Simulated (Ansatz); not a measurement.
# AlLiOSe (SMILES [Li][Se][Al+][O-]): what the fields show

Input file:

```
crystal:
  periodic: [false, false, false]
  atoms:
    - {symbol: Al, position_ang: [-1.202059, 0.695459, -0.065906]}
    - {symbol: Li, position_ang: [0.902475, 0.787009, 2.250432]}
    - {symbol: O, position_ang: [-1.508136, -0.663146, -0.860183]}
    - {symbol: Se, position_ang: [-0.496595, 2.344103, 1.260661]}
basis:
  gaussian: {orbitals: def2-TZVPD}
hamiltonian: {xc: pbe0}
output: {forces: true, orbitals: {seedname: orbitals}}
```

Command:

```sh
ansatz run input.yaml --threads 2 --pin off --max-ram 4350MiB --events-out events.jsonl --progress --plain --runs-dir runs
```

Geometry: PBE0-D4/def2-TZVP.

Computed with Ansatz, isolated molecule in a Gaussian basis; Kohn-Sham density functional theory, functional PBE0.

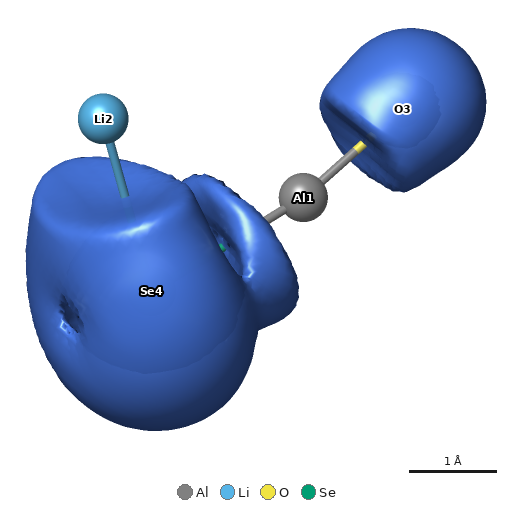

Figure 1. Isosurface of the electron localisation function at 0.75 (blue), seen at a tilt. Only the valence region is drawn (cores and ρ < 0.01 e/Å³ removed).

What do the ELF domains correspond to?

Answer. At this value the surface marks out one region on Se in which the atom's valence shell and bonds are merged and one region wrapped around O (its valence shell). Along the contacts the grid gives the following. Al–O (1.60 Å): the ELF peaks at about 0.80 in the valence shell of O, 0.6 Å from its nucleus, and is about 0.40 at the midpoint. Al–Se (2.23 Å): the ELF peaks at about 0.80 in the valence shell of Se, 1.1 Å from its nucleus, and is about 0.80 at the midpoint.

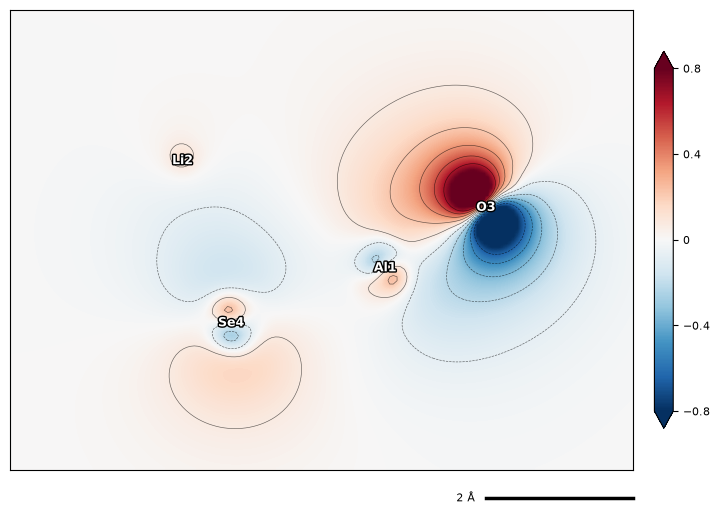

Figure 2. The HOMO−1 on the molecular plane (values in Å⁻³ᐟ²; the overall sign is arbitrary).

What is the character of this orbital?

Answer. By Hirshfeld shares it lies mainly on O3 (about 75 %) and Al1 (about 15 %); it is symmetric in the molecular plane (an in-plane orbital: σ, lone-pair or in-plane π type). Its energy is −6.75 eV.

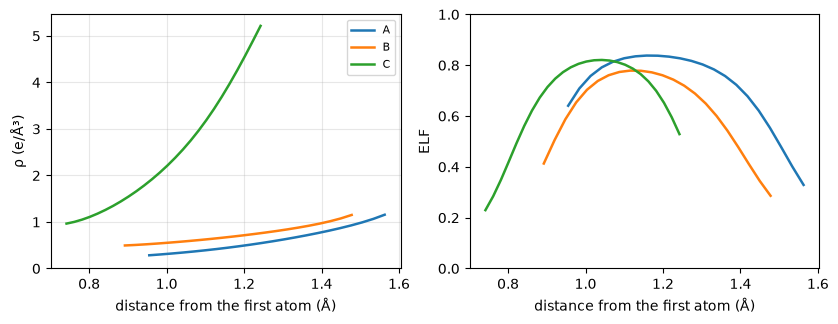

Figure 3. Total electron density and electron localisation function along straight lines between neighbouring atoms. The curves leave out the atomic cores.

Which curve belongs to which contact (Al–O, Al–Se and Li–Se)? The first atom named is at distance zero.

Answer. Curve A: Li–Se (2.32 Å): ρ is about 0.45 e/Å³ halfway; the ELF peaks at about 0.85 in the valence shell of Se, 1.2 Å from its nucleus, and falls to about 0.10 next to Li (a largely ionic contact). Curve B: Al–Se (2.23 Å): ρ at the midpoint is about 0.64 e/Å³; the ELF peaks at about 0.80 in the valence shell of Se, 1.1 Å from its nucleus, and is about 0.80 at the midpoint. Curve C: Al–O (1.60 Å): ρ at the midpoint is about 1.1 e/Å³; the ELF peaks at about 0.80 in the valence shell of O, 0.6 Å from its nucleus, and is about 0.40 at the midpoint.
